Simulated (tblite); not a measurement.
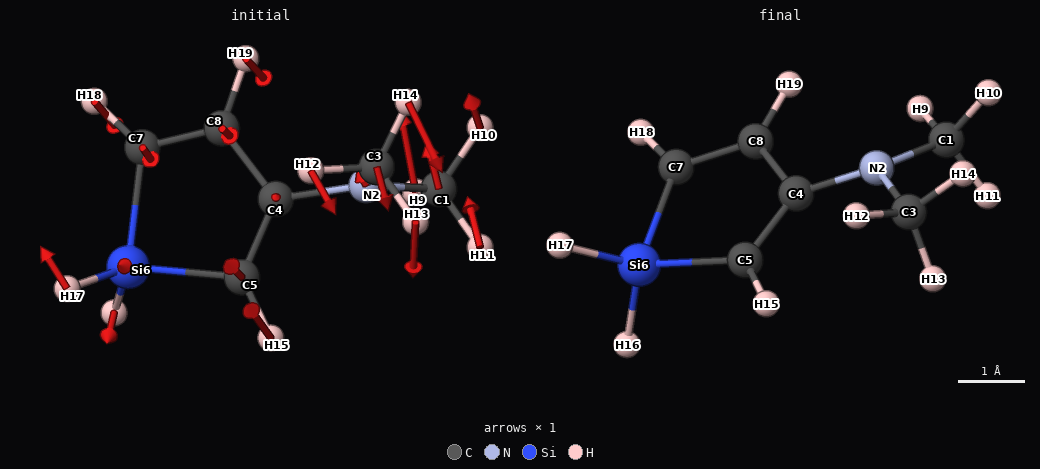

The structure of C6H11NSi before (left) and after (right) a relaxation, at one scale. The red arrows give the displacements, at their true length.

The picture is a ball-and-stick view, seen from a free direction.

Method: GFN2-xTB geometry optimisation, gas phase (tblite 0.8.0). 

Q: Summarise the run.

A: After 138 geometry steps the energy has fallen by 22.0 kcal/mol. The atom that moves furthest after the best rigid fit is H9 (1.33 Å). Largest moves by element: H 1.33 Å, C 0.79 Å, N 0.33 Å, Si 0.32 Å. Among the contacts that change: N2–C4 1.463 → 1.380 Å, C4–C5 1.296 → 1.356 Å, Si6–C7 1.842 → 1.886 Å, C8–H19 1.121 → 1.081 Å. Bond angles that change, for instance: C1–N2–C3 122.7° → 112.9°, C5–Si6–H17 108.0° → 116.0°, C4–C5–H15 128.9° → 122.7°. The run took 1.9 s on 1 thread of Arm Neoverse N1, with other jobs on the host.
